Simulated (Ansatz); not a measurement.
Band structure of MnAgO2 (C2/m, 4 atoms in the cell).

```xyz
4
Lattice="2.7832 -1.4564 0.0000 2.7832 1.4564 0.0000 -1.3168 0.0000 6.2320" Properties=species:S:1:pos:R:3 pbc="T T T"
Mn     2.1248     0.0000     3.1160
Ag     0.0000     0.0000     0.0000
O      0.1202     0.0000     2.0916
O      4.1294     0.0000     4.1404
```
Moments meant for the start (each program seeds them in its own way; μB, in the order of the atoms Mn Ag O O): 4.0 0.0 0.0 0.0.

Level of theory: PBEsol, PAW files made with PBE (plane waves; Ansatz, a quantum-chemistry and plane-wave program).

Settings: kpoints.mp_grid.grid = 7 7 3; hamiltonian.xc = pbesol; hamiltonian.pseudopotentials = {kind: paw} (the program's default PAW files); magnetization.spin_polarized = true; scf.occupations.method = fermi_dirac; scf.occupations.width = 0.05 eV; kpoints.band_path.npoints = 8.

The starting cell comes from a database of computed structures (which also holds hypothetical and non-ambient phases and stackings), without a prior relaxation at this level. Its lattice was rescaled by a random factor within 2.5 % of one. With one magnetic atom in the cell only a parallel order is possible.

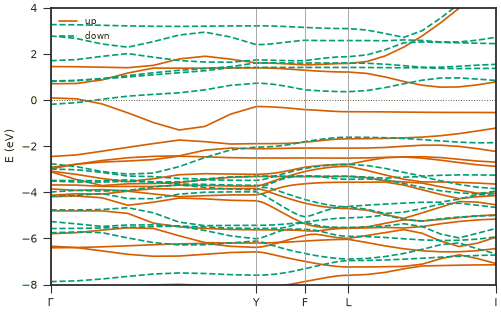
Figure: Bands along the path, energies from the Fermi level.

Levels in eV from the Fermi level, bands 22 to 29 of the first spin channel:
```csv
point,22,23,24,25,26,27,28,29
Γ,-2.98,-2.92,-2.45,0.09,0.70,1.45,4.75,6.70
Y,-2.52,-2.11,-1.89,-0.28,1.39,1.61,4.96,7.81
F,-2.51,-2.08,-1.83,-0.42,1.29,1.53,4.88,8.07
L,-2.52,-2.09,-1.68,-0.51,1.21,1.58,4.54,8.56
I,-2.69,-2.23,-1.22,-0.54,0.78,4.25,5.40,7.12
```

Bands cross the Fermi level along this path, so the cell is metallic at this level.

The net moment of the cell came out as 3.97 μB.

Keys are those of Ansatz 0.2.
